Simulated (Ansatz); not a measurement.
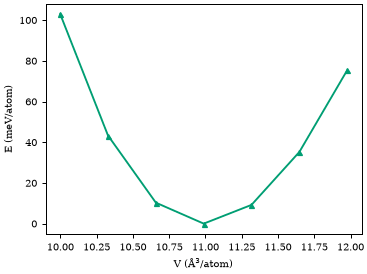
Figure. NbC (NiAs type, P6_3/mmc) under volume change, plane-wave PAW PBEsol (Ansatz code), shape and atoms relaxed at each volume.

**Question.** What does a third-order Birch–Murnaghan fit give for V₀, B₀ and B′?

**Answer.** V₀ = 10.99 Å³/atom, B₀ = 315 GPa, B′ = 4.2.

The workflow started from a Materials Project entry (that database holds measured and hypothetical structures alike); the Crystallography Open Database copy checked does not list it. It is not the phase usual at ambient conditions (space group No. 225). The cell was relaxed with PBEsol under the symmetry of its start; its stability against distortions is not shown here. No spin polarisation was allowed.

Potentials: the later of the program's two PAW sets.
